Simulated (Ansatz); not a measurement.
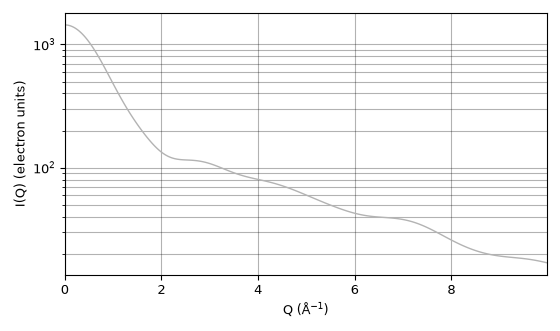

Elastic X-ray scattering of a randomly oriented, rigid molecule, calculated with the Debye equation from neutral-atom form factors (independent atoms, no Compton part, no vibration). The geometry is the end point of an optimisation (RKS LDA/6-31G* in Ansatz); it may be a saddle point or a higher isomer. It contains C, Al, N, H.

How many electrons does the independent-atom model of the molecule hold?

Answer. I(0) is the square of the electron number: I(0) = 1440, so about 38 electrons, the count of C2H6AlN.

What radius of gyration does the initial fall-off give?

Answer. From I(Q) ≈ I(0) exp(−Q²R²/3) at small Q, R ≈ 1.99 Å. It is larger than the electron-weighted radius of the nuclear positions alone (1.82 Å), because each atom's electron cloud adds to it.
